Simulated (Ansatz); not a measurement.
## Electronic structure of CH3Si2 (doublet) in real space

Input

```
crystal:
  periodic: [false, false, false]
  atoms:
    - {symbol: C, position_ang: [-2.002608, 1.633386, -0.562814]}
    - {symbol: Si, position_ang: [-2.569821, 3.044801, 0.276124]}
    - {symbol: Si, position_ang: [-1.305875, 0.560423, 0.745955]}
    - {symbol: H, position_ang: [-1.885181, 1.364718, -1.609711]}
    - {symbol: H, position_ang: [0.164630, 0.275462, 0.695954]}
    - {symbol: H, position_ang: [-1.666104, 1.141011, 2.081211]}
basis:
  gaussian:
    orbitals: def2-TZVPD
magnetization:
  spin_polarized: true
  initial_magnetization: 1
hamiltonian:
  xc: {name: PBE0}
output:
  forces: true
  orbitals: {seedname: orbitals}
```

Launched as:

```sh
ansatz run input.yaml --threads 1 --pin off --max-ram 2610MiB --events-out events.jsonl --progress --plain --runs-dir runs
```

Geometry: B3LYP/6-31G*.

Theory: isolated molecule in a Gaussian basis; Kohn-Sham density functional theory, functional PBE0 in Ansatz.

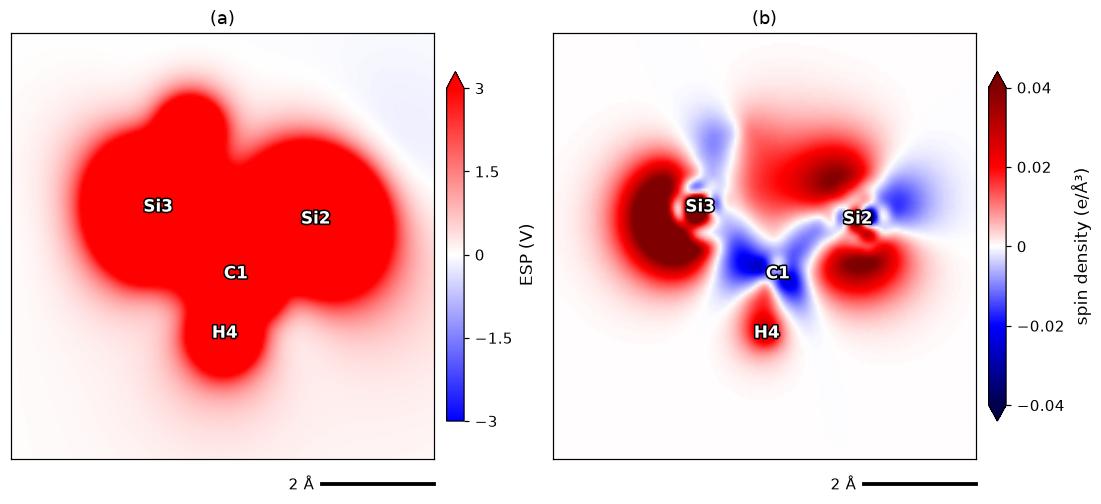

Figure 1. (a) molecular electrostatic potential; (b) spin density (α minus β) on the plane of atoms Si2, C1 and Si3.

### Read the bonding off the picture.

- Atoms in the plane: C, Si and H.
- The unpaired spin (1 electron) lies mostly on Si3 (about 0.6) and Si2 (about 0.3), in electrons by Hirshfeld's partition.
- The potential has no marked negative region in this plane.

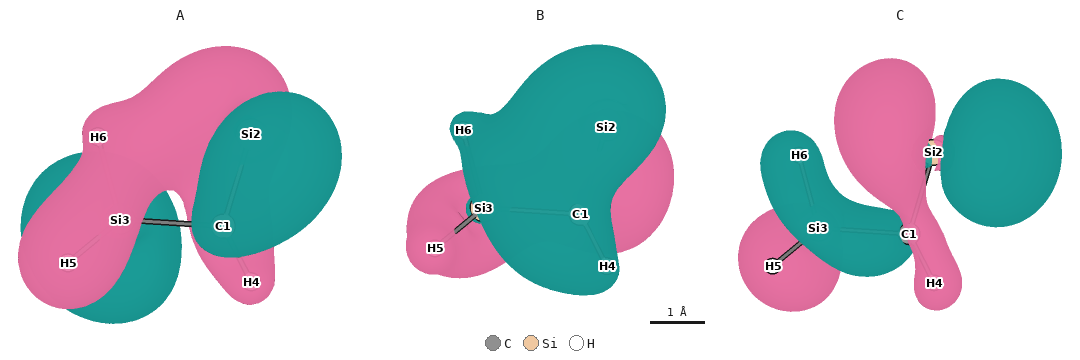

Figure 2. Three frontier orbitals at ±0.08 Å⁻³ᐟ² (teal and pink are the two phases), in no order.

### Which picture is the HOMO−1, the HOMO and the LUMO? All are α orbitals.

B is the HOMO−1 (α) (−7.54 eV). It lies mainly on C1 (about 40 %), Si2 (about 35 %) and Si3 (about 20 %). A is the HOMO (α) (−5.55 eV). Its weight (Hirshfeld) is mainly on Si3 (about 45 %), Si2 (about 30 %), C1 (about 10 %) and H5 (about 5 %). C is the LUMO (α) (−2.33 eV). It lies mainly on Si2 (about 65 %), Si3 (about 20 %) and C1 (about 10 %).

### What is the gap between the highest occupied and lowest empty α orbitals?

3.22 eV between the orbital energies.

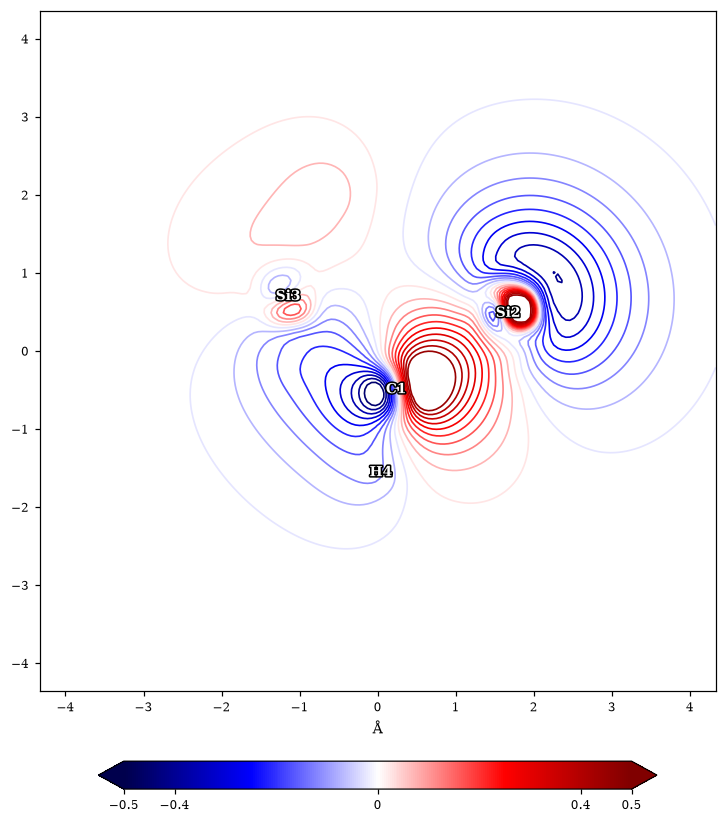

Figure 3. The HOMO−1 (β) on the plane of atoms Si2, C1 and Si3 (values in Å⁻³ᐟ²; the overall sign is arbitrary).

### What is the character of this orbital?

It lies mainly on Si2 (about 65 %), C1 (about 25 %) and Si3 (about 10 %). Its energy is −7.64 eV.
